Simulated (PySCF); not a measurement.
C5H2F4, SMILES `FC(F)=C(F)C1=C(F)C1`.

Computed with PySCF, ωB97X/def2-SVP, geometry: GFN2-xTB. No frequency check shows the geometry to be a minimum.

Geometry (Å), atoms numbered from 1:

```
F1       2.8445   -0.4037    0.0004
C2       1.6484    0.1559    0.0000
F3       1.7361    1.4780   -0.0002
C4       0.4782   -0.4988   -0.0001
F5       0.4945   -1.8457   -0.0002
C6      -0.7897    0.1309   -0.0002
C7      -2.0960    0.0991   -0.0003
F8      -3.2077   -0.5897    0.0002
C9      -1.5269    1.4678    0.0001
H10     -1.5452    2.0606   -0.9065
H11     -1.5455    2.0600    0.9076
```

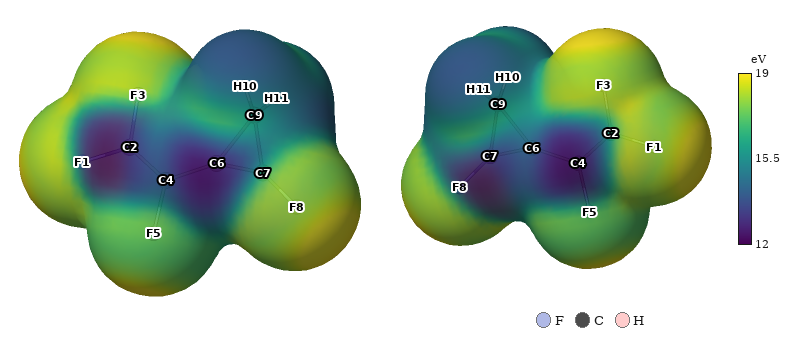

Average local ionisation energy on the surface of electron density 0.001 a.u. (back view left, front view right).

Q: Where are the most loosely bound electrons on this surface?

A: The lowest value is 12.3 eV, off the C2–C4 bond (2.1 to 2.2 Å from its atoms), and at like points elsewhere. Further minima include 13.9 eV, 1.3 Å from H11, and at like points elsewhere. For comparison, the highest occupied orbital lies at −8.8 eV.

Q: What volume does the surface enclose, and what is the dipole moment?

A: About 124 Å³; the dipole moment is 1.3 D.
